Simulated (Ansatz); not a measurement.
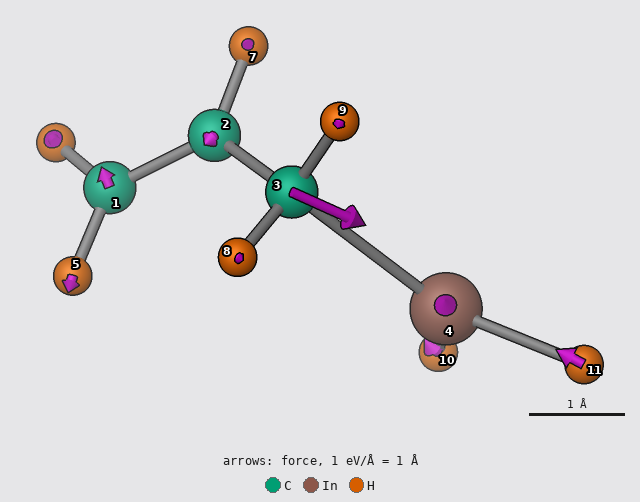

Starting geometry of C3H7In with the computed forces as purple arrows. A ball-and-stick model, seen from a free direction.

The start comes from GFN2-xTB.

All numbers below come from RKS PBE0-D4/def2-TZVP (Ansatz). (force threshold 0.005 eV/Å; at most 150 steps)

### What follows when this structure is relaxed?

It isn't relaxed: the largest force vector, on a C atom, is 0.97 eV/Å. The final displacements have little in common with the starting forces (cosine between the two patterns 0.10). An H atom moves most after the best rigid fit: 2.48 Å. Largest moves by element: H 2.48 Å, C 0.54 Å, In 0.41 Å. Near-neighbour distances that change, for instance: C–In 3.805 → 2.964 Å, C–In 3.046 → 2.544 Å, C–In 2.268 → 2.207 Å, H–In 1.768 → 1.716 Å. Among the angles between lasting bonds that change: C–C–In 107.2° → 85.1°, H–In–H 113.4° → 128.2°, C–In–H 124.3° → 112.8°. Groups turn about C–In by about 90°. Over 34 accepted moves (38 points after the start) the energy falls by 0.185 eV. The largest force component goes from 0.67 to 0.0037 eV/Å. The line search rejected the trial steps at points 5, 28, 34, 37 of the run.
